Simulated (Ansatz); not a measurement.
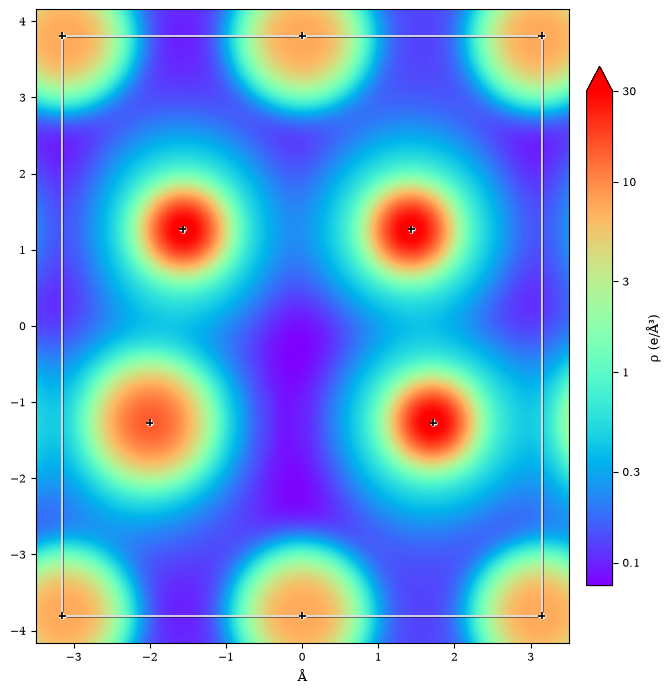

The valence electron density on a plane through atoms (crosses mark nuclei in the plane).

Method: DFT, r2SCAN+rVV10, plane waves, PAW in Ansatz 0.2.0.

Candidates:
A. KSi₂Sb₃, a = 3.94 Å, b = 3.94 Å, c = 11.88 Å, α = 90.00°, β = 90.00°, γ = 120.00°. Space group P-3m1; a structure from a database of computed crystals, not necessarily the ambient phase; started from the CaSm2S3-164 prototype, which need not be the ambient phase.
B. La₂LuSb₃, a = 6.90 Å, b = 6.90 Å, c = 12.97 Å, α = 90.00°, β = 90.00°, γ = 120.00°. Space group R-3m; a structure from a database of computed crystals, not necessarily the ambient phase; started from the Mg2SiNi3-166 prototype, which need not be the ambient phase.
C. Sc₂As₃Rh, a = 4.40 Å, b = 4.40 Å, c = 6.30 Å, α = 90.00°, β = 90.00°, γ = 120.00°. Space group P3m1; a structure from a database of computed crystals, not necessarily the ambient phase; started from the Y2Ga3Cu-156 prototype, which need not be the ambient phase; computed without spin polarisation.

Which candidate gave the map?

Answer. Candidate C: Sc₂As₃Rh on the (110) plane of the conventional cell, which holds Sc, As and Rh. As–As (2.55 Å): ρ at the midpoint is about 0.4 e/Å³. As–Rh (2.58 Å): the density is about 0.42 e/Å³ at the midpoint.
